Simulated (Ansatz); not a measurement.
C$_{3}$H$_{15}$ClOSi$_{4}$

```csv
atom,x (Å),y (Å),z (Å)
Si,-1.3961,-0.5961,-1.0512
Cl,-1.5993,-2.6016,-0.3581
Si,-0.9697,0.6518,0.9054
Si,-3.4778,-0.0763,-2.0467
Si,0.4382,-0.6363,-2.5446
H,-0.7939,2.1035,0.6051
H,0.2719,0.1453,1.5632
H,-2.1082,0.4950,1.8596
H,-4.5238,-0.9471,-1.4318
H,-3.8642,1.3470,-1.8226
H,-3.4458,-0.3425,-3.5159
H,1.2915,-1.8149,-2.2065
H,1.2764,0.5926,-2.4318
H,-0.0248,-0.7800,-3.9570
O,-1.1903,2.0662,-2.6295
C,-1.1168,3.1144,-3.2422
C,-0.9594,4.4381,-2.5244
C,-1.1777,3.1569,-4.7541
H,-0.9440,4.2804,-1.4384
H,-0.0256,4.9322,-2.8412
H,-1.7851,5.1184,-2.7916
H,-1.2800,2.1425,-5.1606
H,-0.2679,3.6304,-5.1593
H,-2.0298,3.7756,-5.0818
```

At this geometry the atoms fall into two loosely joined parts.

Theory: DFT B3LYP, Gaussian basis def2-SVP (Ansatz 0.2.0).

### Predict the electron density and electron localisation function between the atoms.

C–O (1.22 Å): ρ is about 3.3 e/Å³ halfway; the ELF peaks at about 0.85 between the atoms: a multiple bond.
C–C (1.51 Å): ρ is about 1.7 e/Å³ halfway; the ELF peaks at about 0.95 between the atoms (a shared electron pair).
Si–Cl (2.13 Å): ρ at the midpoint is about 0.74 e/Å³; the ELF peaks at about 0.85 between the atoms (a polar covalent bond).
Si–Si (2.36 Å): the density is about 0.63 e/Å³ at the midpoint; the ELF peaks at about 1 between the atoms; localised, covalent bonding.

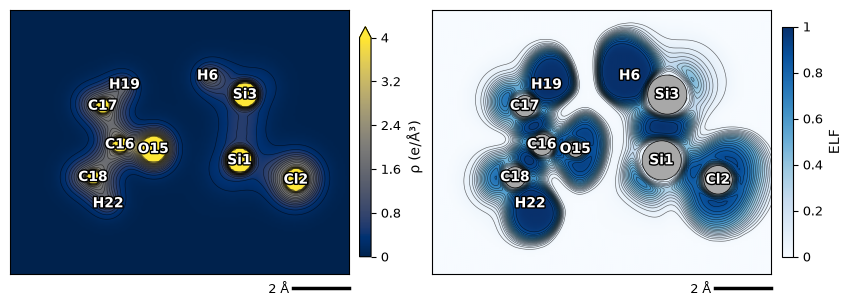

Computed electron density and electron localisation function on the plane of atoms Cl2, Si1 and Si3, in this order. Grey discs cover the atomic cores in the ELF map. 
